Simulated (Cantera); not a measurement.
Input: 1 mol Si, 3.1 mol HCl, 48 mol N₂, held at 1.50 mbar.

These are equilibrium values from Cantera (NASA tables, ideal gas, pure condensed phases), not measurements of a reactor. Candidate condensed phases: NH₄Cl, Si, Si₃N₄; 28 gas species. N₂ is the only nitrogen source here; it is nearly inert below about 1500 K, so the nitride shown seldom forms there in practice. The tables' values for SiCl₃, SiCl are old estimates; treat these amounts as uncertain. Rates play no part.

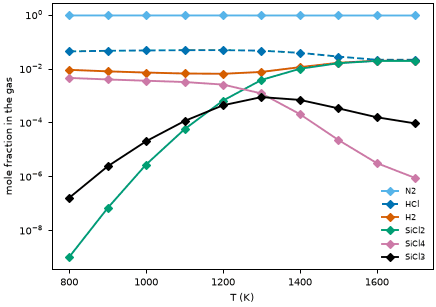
Fig. 1. Equilibrium gas composition (values under 1e-9 drawn at 1e-9)

### Question
Read off the mole fractions at 1300 K.

### Answer
N₂ about 0.94, HCl about 0.046, H₂ about 0.0075, SiCl₂ about 0.0038, SiCl₄ about 0.0012, SiCl₃ about 0.00087.
